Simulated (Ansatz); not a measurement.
# CH3ClGe···H2: what the fields show

Input file:

```
crystal:
  periodic: [false, false, false]
  atoms:
    - { symbol: Ge, position_ang: [-1.042802, -0.254268, 0.464862] }
    - { symbol: H, position_ang: [1.606726, 0.028348, 1.159611] }
    - { symbol: H, position_ang: [1.61449, 0.458299, 0.591874] }
    - { symbol: C, position_ang: [-0.940177, 1.46654, -0.529897] }
    - { symbol: H, position_ang: [-1.94487, 1.670819, -0.918123] }
    - { symbol: H, position_ang: [-0.661512, 2.28946, 0.132199] }
    - { symbol: H, position_ang: [-0.260752, 1.426111, -1.383457] }
    - { symbol: Cl, position_ang: [-0.897404, -1.591609, -1.302468] }
basis:
  gaussian: { orbitals: def2-SVP }
hamiltonian:
  xc: hf
relax:
  f_tol: 0.03
  max_steps: 50
output:
  orbitals: {}
```

Launched as:

```sh
ansatz run input.yaml --threads 1 --pin off --max-ram 2048MiB --backend cpu --events-out ev --progress --plain --runs-dir out
```

The fields are those of the run's last geometry, not of the input's.

These are results of RHF/def2-SVP in Ansatz 0.2.0, not measurements.

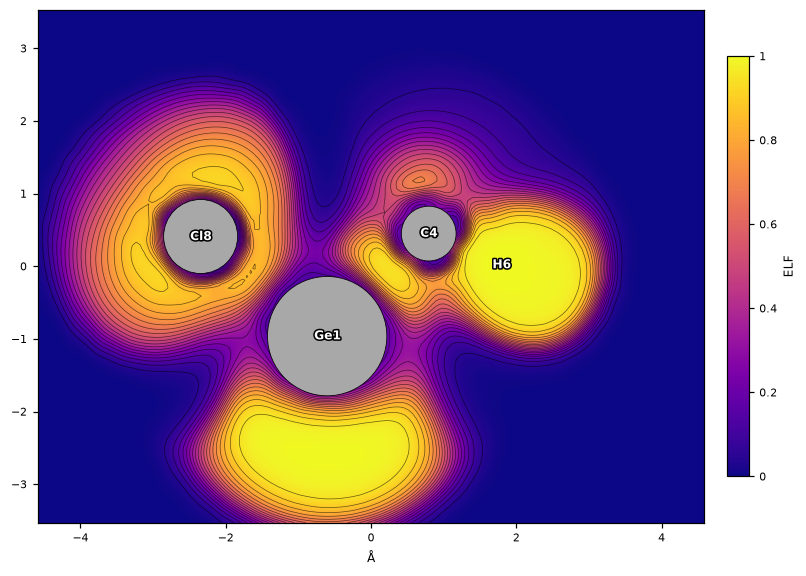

Figure 1. ELF on the plane of atoms C4, Ge1 and Cl8. Grey discs cover the atomic cores.

What do the fields say about this system?

- Atoms in the plane: Ge, C, H and Cl.
- C–Ge (1.99 Å): the ELF peaks at about 0.95 in the valence shell of C, 0.7 Å from its nucleus, and is about 0.75 at the midpoint.
- Ge–Cl (2.22 Å): the ELF peaks at about 0.85 in the valence shell of Cl, 0.9 Å from its nucleus, and is about 0.60 at the midpoint.
- C–H (1.09 Å): the ELF climbs to about 1 towards the hydrogen, as it does in any bond to H (an ordinary covalent bond to hydrogen).
- The ELF also peaks beside Cl8, away from the bonds: lone-pair regions.

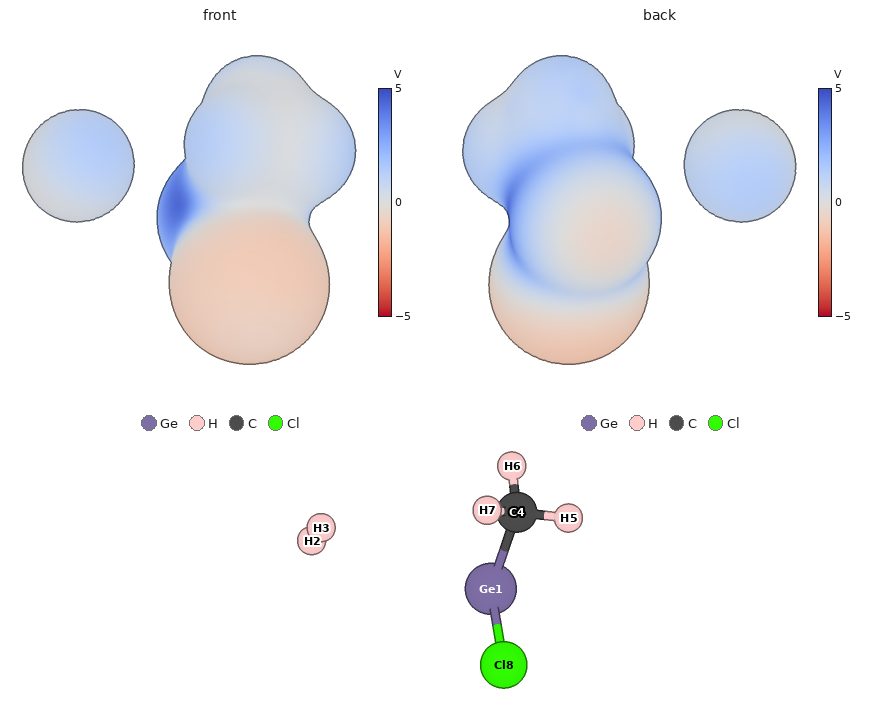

Figure 2. The electrostatic potential painted on the density surface at 0.004 e/bohr³, seen from the front and from behind; red is negative and blue positive. The bare structure is drawn below in the same view.

Where is the surface potential most negative and most positive?

The most negative region (about −1.1 V) lies over Cl8, the most positive (about +4.1 V) over Ge1.

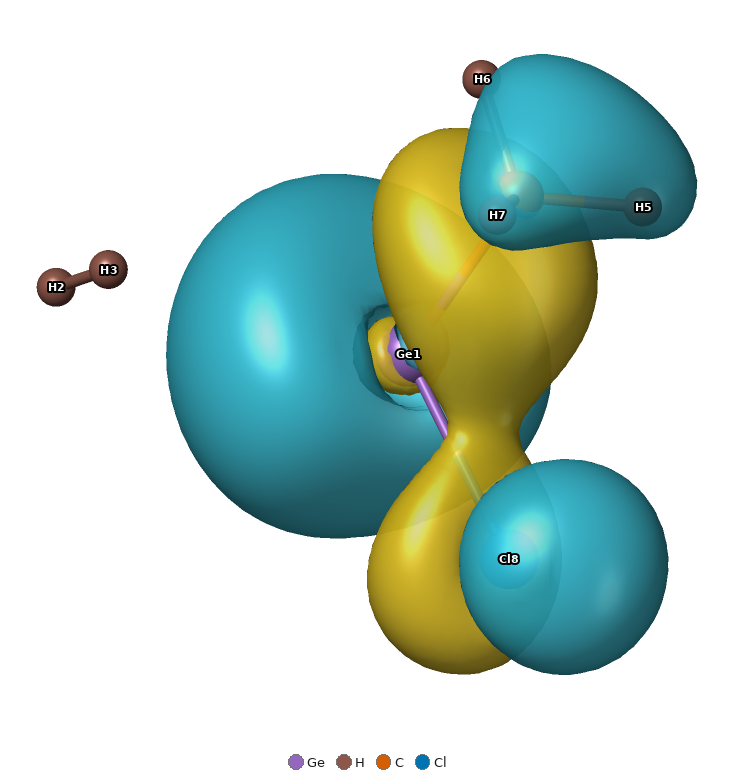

Figure 3. The HOMO at ±0.08 Å⁻³ᐟ² (yellow and cyan are the two phases), seen at a tilt.

What is the character of this orbital?

By Hirshfeld shares it lies mainly on Ge1 (about 60 %), C4 (about 15 %) and Cl8 (about 15 %). Its energy is −9.19 eV.

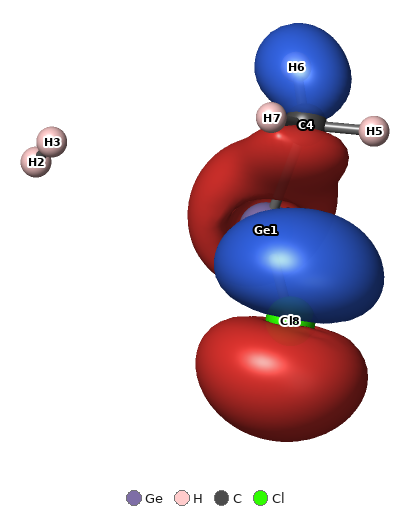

Figure 4. The HOMO−1 at ±0.08 Å⁻³ᐟ² (blue and red are the two phases), seen across its widest extent.

Describe this orbital and give its energy.

Its weight (Hirshfeld) is mainly on Cl8 (about 75 %) and Ge1 (about 15 %); largely a lone pair of Cl8. Its energy is −11.96 eV.
